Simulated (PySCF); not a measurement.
## Run report: Si$_{2}$P$_{2}$NH$_{9}$, NMR shielding calculation

The run: NMR shielding calculation of Si$_{2}$P$_{2}$NH$_{9}$, SMILES [SiH3]N[SiH](P)P. Method and program: GIAO revPBE/pcSseg-1 NMR shielding, non-relativistic, gas phase (PySCF 2.14.0).

The geometry comes from this level: GFN2-xTB. Figures and captions count atoms from 1; the log counts them from 0 in places.

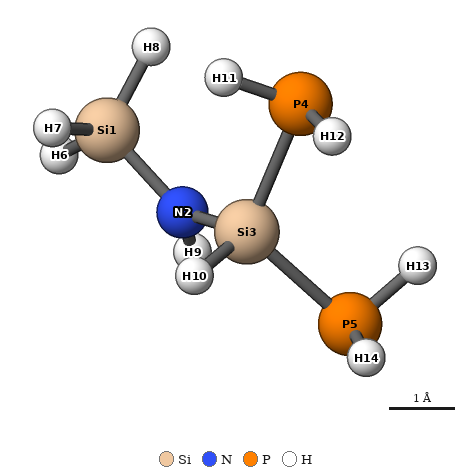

Fig. 1: The input geometry (ball-and-stick view, seen at a tilt; atoms are numbered from 1 in the order of the input). Bond lengths as drawn: H–N 1.01 Å, H–P 1.38 to 1.39 Å, H–Si 1.46 to 1.48 Å, N–Si 1.73 to 1.74 Å and P–Si 2.25 Å.

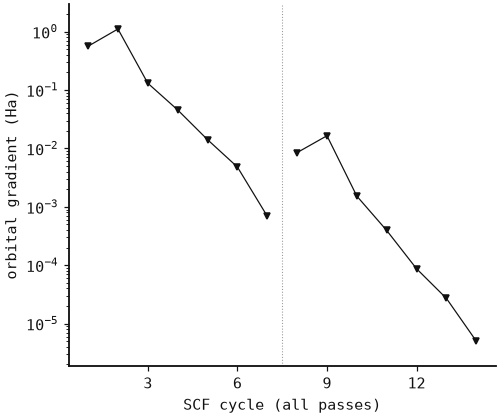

Fig. 2: Convergence of the self-consistent field: orbital gradient against the SCF cycle. The dotted line marks the change from a coarse to the final integration grid. The first 7 cycles use a coarse grid, the final grid takes over at cycle 8, and the field converges after 14 cycles in all.

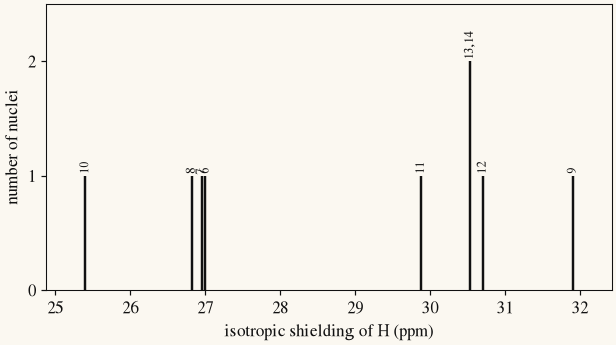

Fig. 3: Isotropic shieldings of the hydrogen nuclei in this fixed geometry, labelled by atom number; shielding grows to the right, so chemical shift grows to the left. The least shielded is H10 (25.4 ppm), the most shielded H9 (31.9 ppm).

These pictures come from the run below.

## Input
```
{"job": {"kind": "nmr", "xc": "revPBE", "basis": "pcSseg-1", "pop": false}, "charge": 0, "multiplicity": 1}
Si    -2.382630     0.240132     0.172167
N     -0.966120    -0.590432     0.735191
Si     0.668819    -0.034862     0.745334
P      1.078701     0.975042    -1.227373
P      1.921823    -1.876814     1.073725
H     -3.507097    -0.555826     0.655280
H     -2.353121     1.582768     0.754921
H     -2.364967     0.338060    -1.289178
H     -1.103368    -1.536061     1.051472
H      0.856905     0.872666     1.894547
H      0.383213     2.125579    -0.902225
H      2.288731     1.522383    -0.830995
H      2.489228    -1.876941    -0.186844
H      2.989207    -1.186166     1.611838
```

The first line tells a small driver script what to run in PySCF; the rest is the geometry in Å.

Launch command:
```bash
OMP_NUM_THREADS=1 python <driver script> task.json out
```

## What the program printed
```
coarse grid: 13144 points
cycle   1  E = -1321.4616167754  dE =  1.793e-01  |g| = 5.615e-01  |ddm| = 3.419e+00
cycle   2  E = -1321.2406731478  dE =  2.209e-01  |g| = 1.109e+00  |ddm| = 2.093e+00
cycle   3  E = -1321.5268660090  dE = -2.862e-01  |g| = 1.308e-01  |ddm| = 1.709e+00
cycle   4  E = -1321.5314925956  dE = -4.627e-03  |g| = 4.563e-02  |ddm| = 2.554e-01
cycle   5  E = -1321.5320300271  dE = -5.374e-04  |g| = 1.414e-02  |ddm| = 9.294e-02
cycle   6  E = -1321.5320964073  dE = -6.638e-05  |g| = 4.811e-03  |ddm| = 3.225e-02
cycle   7  E = -1321.5321040773  dE = -7.670e-06  |g| = 6.926e-04  |ddm| = 7.831e-03
final grid: 107048 points
cycle   8  E = -1321.5684013455  dE = -2.946e-05  |g| = 8.482e-03  |ddm| = 3.433e-02
cycle   9  E = -1321.5683540949  dE =  4.725e-05  |g| = 1.649e-02  |ddm| = 2.580e-02
cycle  10  E = -1321.5684156695  dE = -6.157e-05  |g| = 1.526e-03  |ddm| = 1.867e-02
cycle  11  E = -1321.5684161244  dE = -4.549e-07  |g| = 3.942e-04  |ddm| = 2.257e-03
cycle  12  E = -1321.5684161658  dE = -4.148e-08  |g| = 8.715e-05  |ddm| = 7.409e-04
cycle  13  E = -1321.5684161686  dE = -2.716e-09  |g| = 2.707e-05  |ddm| = 1.996e-04
cycle  14  E = -1321.5684161688  dE = -2.360e-10  |g| = 5.028e-06  |ddm| = 4.734e-05
converged SCF energy = -1321.5684161688

GIAO shielding tensors (ppm)
atom      isotropic    diamagn.    paramagn.     s11        s22        s33       span
  0 Si     399.210     880.563    -481.352    355.467    384.756    457.408    101.941
  1 N      250.825     323.570     -72.744    217.374    259.450    275.652     58.278
  2 Si     348.712     881.725    -533.013    299.934    341.199    405.002    105.068
  3 P      579.111     969.068    -389.957    525.369    596.373    615.592     90.223
  4 P      579.884     967.905    -388.022    532.545    590.126    616.981     84.436
  5 H       27.006      28.864      -1.858     23.345     25.088     32.585      9.240
  6 H       26.954      29.857      -2.903     23.751     25.128     31.982      8.232
  7 H       26.823      30.033      -3.210     22.810     25.846     31.812      9.003
  8 H       31.905      32.965      -1.060     22.148     30.918     42.649     20.501
  9 H       25.402      30.248      -4.846     22.282     23.679     30.246      7.964
 10 H       29.878      31.821      -1.943     24.399     27.948     37.287     12.887
 11 H       30.703      31.063      -0.360     25.721     27.985     38.403     12.682
 12 H       30.520      31.192      -0.672     25.312     29.007     37.240     11.929
 13 H       30.544      30.280       0.265     25.879     27.100     38.654     12.774
```

## Summary

- outcome: converged
- total energy: −1321.568416 hartree
- HOMO: −5.90 eV
- LUMO: −0.99 eV
- dipole moment: 0.59 D
- isotropic shielding, Si: 348.7 to 399.2 ppm
- isotropic shielding, N: 250.8 ppm
- isotropic shielding, P: 579.1 to 579.9 ppm
- isotropic shielding, H: 25.4 to 31.9 ppm
- hardware: 1 CPU thread, shared host
- wall time: 37 s
- peak memory: 0.66 GiB

## Remarks

Settings chosen away from the usual ones: revPBE/pcSseg-1.
